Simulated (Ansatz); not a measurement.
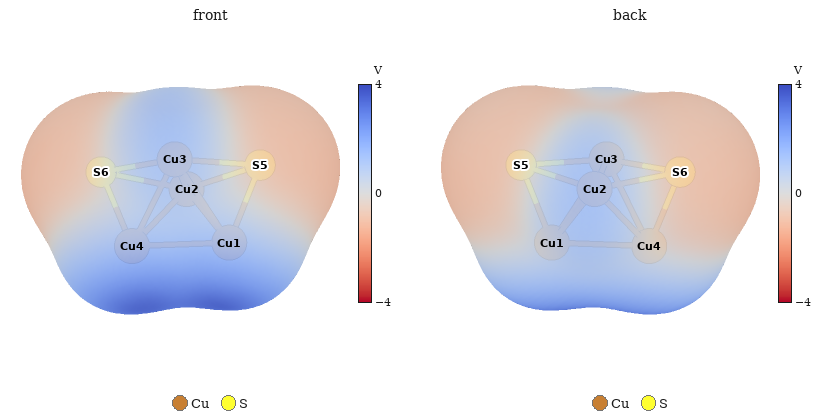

*Cu₄S₂. The electrostatic potential painted on the density surface at 0.002 e/bohr³, seen from the front and from behind; the colour scale runs from red (negative) to blue (positive).*

Geometry: r2SCAN-D4/def2-SVP.

Method: Ansatz 0.2.0, RKS PBE0-D4/def2-TZVP.

The calculation's input:

```
crystal:
  periodic: [false, false, false]
  atoms:
    - {symbol: Cu, position_ang: [-0.856282, 1.489468, -0.445986]}
    - {symbol: Cu, position_ang: [-0.861291, -0.952439, 0.045747]}
    - {symbol: Cu, position_ang: [0.911614, 0.271864, 0.863878]}
    - {symbol: Cu, position_ang: [0.742519, 0.050154, -1.611547]}
    - {symbol: S, position_ang: [-1.238458, 0.776743, 1.546944]}
    - {symbol: S, position_ang: [1.301898, -1.635781, -0.399036]}
basis:
  gaussian: {orbitals: def2-TZVP, initial_orbitals: start.molden}
hamiltonian: {xc: pbe0, dispersion: d4}
scf: {omitted_lower_state_checks: [starts]}
output: {orbitals: {seedname: orbitals}}
```

Launched as:

```sh
ansatz run in.yaml --threads 4 --pin off --events-out ev --progress --plain --max-ram 4787MiB
```

Question: Where is the surface potential most negative and most positive?

Answer: The most negative region (about −1.1 V) lies over S5 and S6, the most positive (about +3.4 V) over Cu1 and Cu4.
